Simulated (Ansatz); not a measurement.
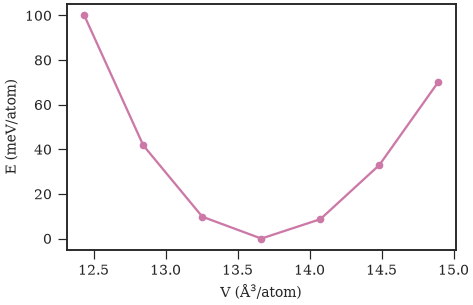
SnRu3N (anti-perovskite, Pm-3m) under volume change, PBE in the plane-wave PAW code Ansatz, scaled uniformly.

**Question.** What does a third-order Birch–Murnaghan fit give for V₀, B₀ and B′?

**Answer.** V₀ = 13.67 Å³/atom, B₀ = 241 GPa, B′ = 4.9.

The start of the workflow was typed in or built on a structure type; neither database checked (COD, Materials Project) lists it. Its standing as an ambient phase is unchecked. Symmetry was held in the PBE relaxation; its stability against distortions is not shown here. The workflow began spin-polarised and lost its moments. The volume moved by 17 % from the start of the relaxation. Scalar-relativistic: spin–orbit coupling is off unless named, which matters more the heavier the elements.

Potentials: the earlier of the program's two PAW sets.
